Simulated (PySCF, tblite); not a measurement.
**C4H3F2O2 radical: geometry, infrared bands and EPR parameters**

What infrared bands and EPR parameters should C4H3F2O2 radical (`O=C1C[C](F)O[C@H]1F`) show?

Computed with tblite 0.8.0 and PySCF 2.14.0, with density-fitted response routines of our own, on a single molecule in the gas phase. Atoms count from 0, in the outputs and in this text.

## Step 1: The molecule as given

11 atoms, charge 0, multiplicity 2; geometry from: force field or distance geometry start.

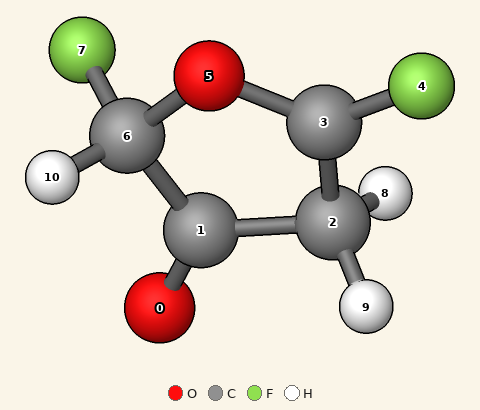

As it starts; oxygen red, carbon grey, fluorine green, hydrogen white, atoms numbered.

## Step 2: Optimising the geometry with GFN2-xTB

The job: settings as JSON, then the geometry in Å.

```
{"job": {"kind": "relax", "xc": "GFN2-xTB", "basis": "xTB"}, "charge": 0, "multiplicity": 2}
O      1.081800    -1.927100     0.137200
C      0.425900    -0.876100     0.052200
C      1.067100     0.460500     0.071500
C     -0.184100     1.276500     0.033400
F     -0.155100     2.609800     0.140800
O     -1.386700     0.590300    -0.000100
C     -1.061800    -0.793300    -0.079500
F     -1.500900    -1.241500    -1.273700
H      1.664000     0.615700    -0.827600
H      1.622000     0.625700     0.989200
H     -1.566800    -1.337800     0.730700
```

Run with:

```
$ OMP_NUM_THREADS=1 python probes_run.py task.json out
```

This one command runs all jobs of the session in turn.

The program printed:

```text
step      E/eV     max force
  0    -750.78016    4.905
  1    -750.85757    5.757
  2    -751.01202    0.889
  3    -751.03124    0.466
  4    -751.06909    0.477
  5    -751.08163    0.481
  6    -751.10205    0.409
  7    -751.11823    0.518
  8    -751.14143    0.571
  9    -751.16092    0.454
 10    -751.17464    0.357
 11    -751.18275    0.295
 12    -751.19311    0.329
 13    -751.20359    0.307
 14    -751.21124    0.238
 15    -751.21458    0.146
 16    -751.21633    0.157
 17    -751.21753    0.105
 18    -751.21864    0.064
 19    -751.21922    0.069
 20    -751.21988    0.076
 21    -751.22048    0.078
 22    -751.22114    0.081
 23    -751.22182    0.091
 24    -751.22261    0.097
 25    -751.22359    0.091
 26    -751.22466    0.084
 27    -751.22560    0.086
 28    -751.22645    0.095
 29    -751.22743    0.096
 30    -751.22858    0.124
 31    -751.22961    0.110
 32    -751.23030    0.077
 33    -751.23067    0.065
 34    -751.23090    0.036
 35    -751.23109    0.041
 36    -751.23127    0.042
 37    -751.23150    0.054
 38    -751.23179    0.055
 39    -751.23207    0.041
 40    -751.23229    0.039
 41    -751.23247    0.038
 42    -751.23267    0.047
 43    -751.23294    0.045
 44    -751.23329    0.052
 45    -751.23365    0.053
 46    -751.23400    0.053
 47    -751.23442    0.056
 48    -751.23488    0.054
 49    -751.23524    0.041
 50    -751.23553    0.056
 51    -751.23580    0.047
 52    -751.23605    0.034
 53    -751.23619    0.026
 54    -751.23625    0.020
 55    -751.23628    0.019
 56    -751.23632    0.016
 57    -751.23637    0.015
 58    -751.23640    0.014
 59    -751.23642    0.009
```

It took 0.22 s on 1 thread of Arm Neoverse V2, shared host.

Relaxation path: (not every step is listed)

```csv
step,energy from step 0 (eV),largest force (eV/Å)
0,0.0000,4.9048
1,-0.0774,5.7571
2,-0.2319,0.8887
3,-0.2511,0.4659
4,-0.2889,0.4770
5,-0.3015,0.4812
6,-0.3219,0.4089
7,-0.3381,0.5184
8,-0.3613,0.5714
12,-0.4130,0.3295
16,-0.4362,0.1571
20,-0.4397,0.0757
24,-0.4425,0.0972
28,-0.4463,0.0949
32,-0.4501,0.0772
36,-0.4511,0.0424
40,-0.4521,0.0388
44,-0.4531,0.0525
48,-0.4547,0.0538
52,-0.4559,0.0342
54,-0.4561,0.0198
55,-0.4561,0.0193
56,-0.4562,0.0160
57,-0.4562,0.0147
58,-0.4562,0.0140
59,-0.4563,0.0094
```

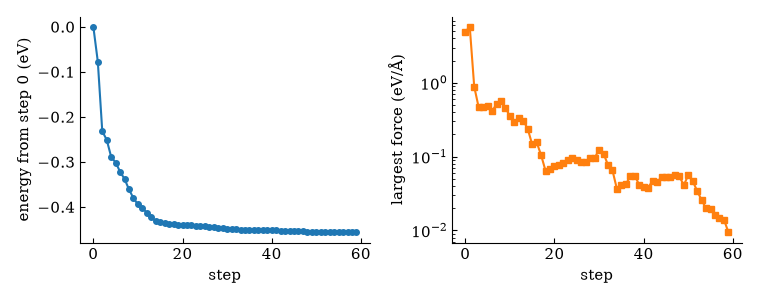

Energy and force, step by step.

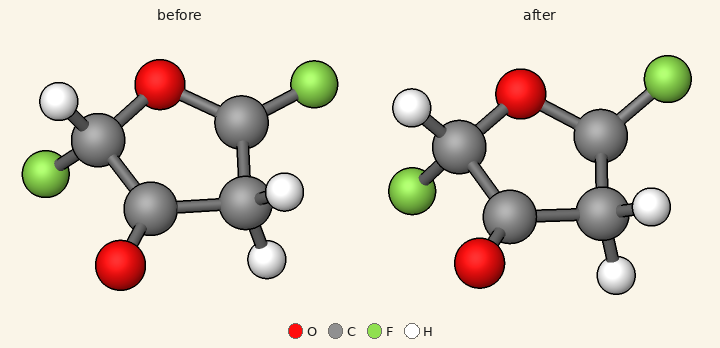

Before and after, at one scale.

Close pairs (by a distance rule), those that changed most:

```csv
bond,before (Å),after (Å),change (Å)
C1–C6,1.496,1.550,+0.054
O0–C1,1.242,1.191,-0.051
O5–C6,1.423,1.376,-0.048
C6–F7,1.349,1.380,+0.031
C1–C2,1.483,1.511,+0.029
C2–H9,1.085,1.094,+0.009
C3–O5,1.385,1.378,-0.007
C3–F4,1.338,1.343,+0.005
```

The end geometry stands in the next job.

## Step 3: Harmonic vibrations with GFN2-xTB

The job: settings as JSON, then the geometry in Å.

```
{"job": {"kind": "ir", "xc": "GFN2-xTB", "basis": "xTB"}, "charge": 0, "multiplicity": 2}
O      1.035661    -1.934896     0.383473
C      0.466226    -0.914939     0.151377
C      1.033918     0.472462    -0.040591
C     -0.190003     1.324649    -0.145428
F     -0.224032     2.485607     0.528572
O     -1.341069     0.591057     0.040876
C     -1.060279    -0.751832    -0.060012
F     -1.345027    -1.191882    -1.337130
H      1.641960     0.478997    -0.950721
H      1.683338     0.776656     0.785175
H     -1.695269    -1.333208     0.618444
```

The program printed:

```text
mode    cm-1     km/mol
  1      70.9     15.02
  2      91.4      1.41
  3     221.9      6.14
  4     333.1     12.84
  5     361.8      3.72
  6     419.8      8.62
  7     524.6      5.44
  8     563.4      9.75
  9     574.7      2.37
 10     684.7     16.93
 11     805.3     30.47
 12     890.2     24.21
 13     913.9     77.75
 14     962.3    120.19
 15    1023.0      3.49
 16    1062.3      9.84
 17    1075.5     29.35
 18    1153.1     91.20
 19    1171.6     58.14
 20    1224.9    133.22
 21    1250.3     47.97
 22    1279.0    202.86
 23    1373.1     44.36
 24    1839.8    408.00
 25    2932.3      3.33
 26    2939.9      6.56
 27    2959.1      0.54
```

Wall time 0.2 s (1 thread of Arm Neoverse V2, shared host).

Which atoms move in the most intense modes:

```csv
cm⁻¹,km/mol,atoms
914,77.8,"C2 25 %, C6 20 %, C3 13 %, H9 12 %"
962,120.2,"C6 50 %, F7 25 %"
1153,91.2,"H8 32 %, C3 22 %, C2 14 %, H9 13 %"
1172,58.1,"C6 33 %, H10 28 %, C3 11 %"
1225,133.2,"H10 46 %, C3 21 %"
1250,48.0,"H10 57 %, C3 15 %"
1279,202.9,"C3 57 %, C2 16 %"
1840,408.0,"C1 62 %, O0 37 %"
```

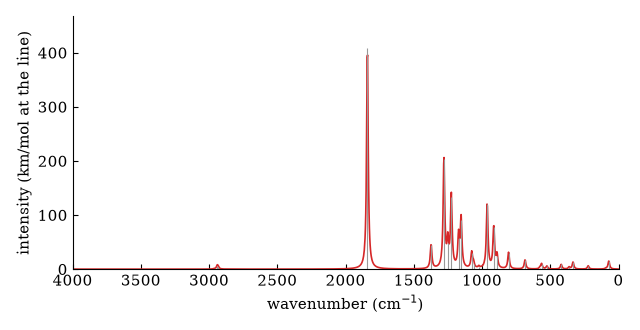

The infrared spectrum from these modes, unscaled. Lines are broadened to a width of 14 cm⁻¹ (Lorentzian).

## Step 4: g tensor and hyperfine couplings: B3LYP/pcH-1

The job, as its differences from that of step 3:

```diff
@@ -1,2 +1,2 @@
-{"job": {"kind": "ir", "xc": "GFN2-xTB", "basis": "xTB"}, "charge": 0, "multiplicity": 2}
+{"job": {"kind": "epr", "basis": "pcH-1"}, "charge": 0, "multiplicity": 2}
 O      1.035661    -1.934896     0.383473
```

Method: UKS B3LYP, pcH-1 on C F H O, non-relativistic, mean-field spin-orbit, GIAO.

The program printed:

```text
UKS, coarse grid
  cycle   1  E = -504.05941188  |g| = 8.43e-01
  cycle   2  E = -503.16307583  |g| = 1.78e+00
  cycle   3  E = -504.28494229  |g| = 2.31e-01
  cycle   4  E = -504.30123951  |g| = 1.10e-01
  cycle   5  E = -504.30495021  |g| = 1.98e-02
  cycle   6  E = -504.30510787  |g| = 7.93e-03
  cycle   7  E = -504.30513208  |g| = 2.67e-03
  cycle   8  E = -504.30513480  |g| = 1.21e-03
  cycle   9  E = -504.30513516  |g| = 3.98e-04
UKS, final grid
  cycle   1  E = -504.30516523  |g| = 5.50e-04
  cycle   2  E = -504.30516497  |g| = 1.03e-03
  cycle   3  E = -504.30516534  |g| = 1.54e-04
  cycle   4  E = -504.30516535  |g| = 2.09e-05
E = -504.30516535 Eh   <S^2> = 0.7525 (exact 0.7500)
g shifts (ppm)      1          2          3
  rmc          -240       -240       -240
  gc             18         10         23
  oz_so         -89       2050       2336
  total        -311       1820       2118
hyperfine (MHz)  atom isotope    a_iso     a_fc   dipolar eigenvalues
    0   17O      -1.18      -1.18     -4.41      1.52      2.89
    1   13C       6.88       6.88     -2.02     -0.61      2.63
    2   13C      19.07      19.07     -5.26     -3.63      8.89
    3   13C     382.90     382.90    -78.11    -76.32    154.43
    4   19F     270.76     270.76   -229.91   -200.60    430.51
    5   17O     -43.32     -43.32    -44.46     21.33     23.13
    6   13C      -3.67      -3.67     -2.67     -1.62      4.29
    7   19F      27.35      27.35    -11.82     -9.42     21.25
    8    1H      58.72      58.72     -6.40     -5.75     12.15
    9    1H      37.15      37.15     -5.45     -2.86      8.31
   10    1H       7.19       7.19     -2.97     -1.72      4.69
```

Wall time 44 s (1 thread of Arm Neoverse V2, shared host); peak memory 0.84 GiB.

Principal g values 2.00201, 2.00414, 2.00444; g(iso) = 2.00353, against 2.00232 for a free electron.

Hyperfine couplings, nucleus by nucleus at this fixed geometry (no averaging over rotations):

```csv
nuclei,isotope,a(iso) (MHz),"a(iso) (G, at g = 2.0023)",largest dipolar term (MHz)
C3,13C,382.9,136.6,154.4
F4,19F,270.8,96.6,430.5
H8,1H,58.7,21.0,12.1
O5,17O,-43.3,-15.5,-44.5
H9,1H,37.2,13.3,8.3
F7,19F,27.4,9.8,21.2
C2,13C,19.1,6.8,8.9
H10,1H,7.2,2.6,4.7
C1,13C,6.9,2.5,2.6
C6,13C,-3.7,-1.3,4.3
O0,17O,-1.2,-0.4,-4.4
```

Mulliken spin populations:

```csv
atom,value (e)
O0,0.01
C1,0.01
C2,-0.04
C3,0.83
F4,0.06
O5,0.07
C6,0.00
F7,0.00
H8,0.02
H9,0.03
H10,0.00
```

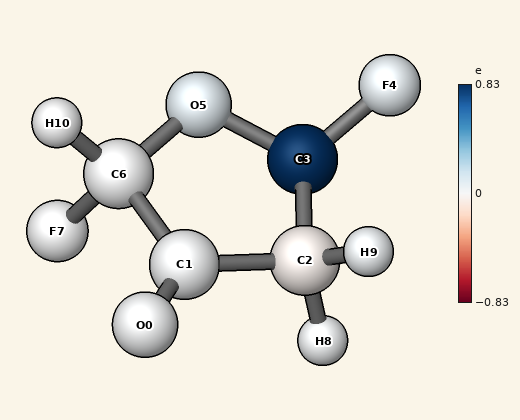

Mulliken spin populations, as colours on the atoms.

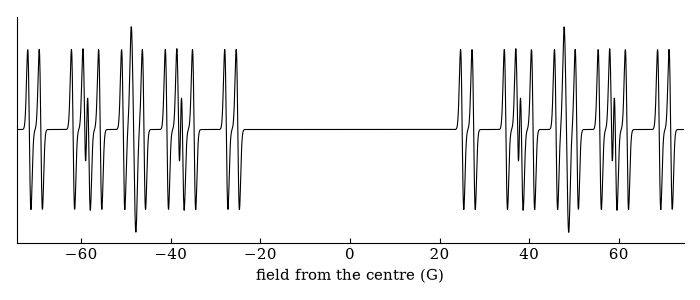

First-order isotropic spectrum (first derivative, main isotopes with spin only, couplings over 0.8 MHz, Gaussian width 0.4 G; couplings of the frozen geometry, rotation of groups not averaged beyond the rows shown).

Orbitals, density, ELF and potential are computed afterwards from the orbital file.

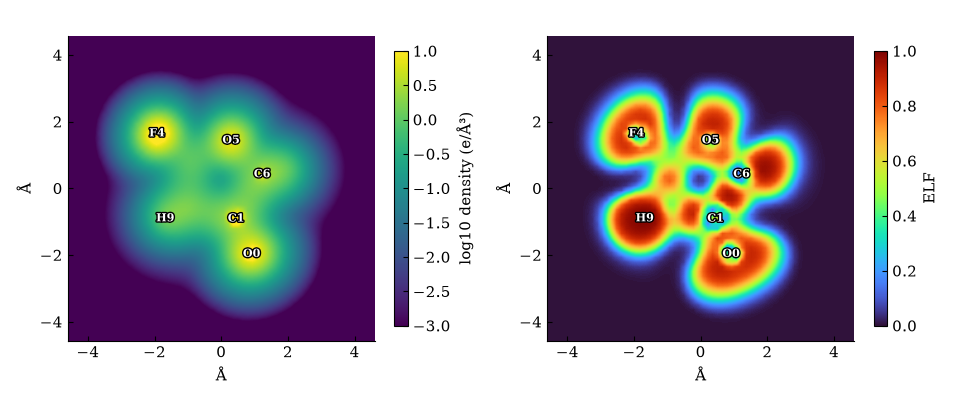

Density (left) and ELF (right) in a plane through or near 6 of the atoms.

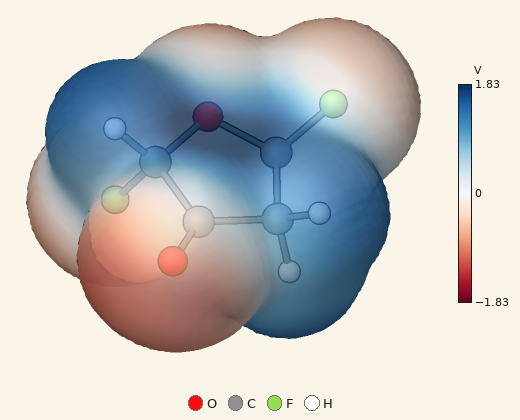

The potential that a unit positive charge feels on the 0.002 e/bohr³ surface, from -1.07 V near O0 to 1.83 V near C1.

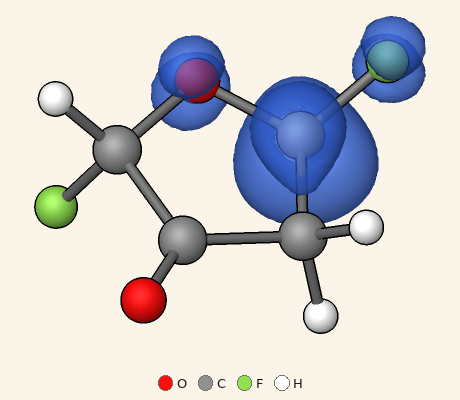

Spin density at ±0.05 e/Å³ (alpha excess blue, beta excess red).

## Step 5: What came out

| quantity | value |
| --- | --- |
| strongest single infrared mode (GFN2-xTB) | 1840 cm⁻¹, 408 km/mol |
| zero-point energy (GFN2-xTB) | 41.0 kcal/mol |
| g(iso) (B3LYP) | 2.00353 |
| ⟨S²⟩ | 0.752 (exact 0.75) |
| largest a(iso) | 13C on C3, 382.9 MHz |
| potential on the surface of density 0.002 e/bohr³, 1st and 99th percentile | -1.07 V and 1.83 V |

**Reading.** Over 59 steps the energy fell by 0.456 eV; of the close pairs, C1–C6 changed most, 1.496 to 1.550 Å. No mode is imaginary among the 27: a minimum at this level. The strongest single mode, at 1840 cm⁻¹, moves mainly C1 and O0. Unscaled tight-binding wavenumbers are off by several per cent, some by more. Its intensities can rank the bands wrongly. Most of the unpaired spin sits on C3 (0.83 e). The isotropic g lies 1.2 ppt above the free-electron value. These values are for one conformer; the search (at its own cheap level) found 2 more, at 0.00, 0.82 kcal/mol (those within 0.05 may be mirror or relabelled copies), and measured spectra average over such forms.
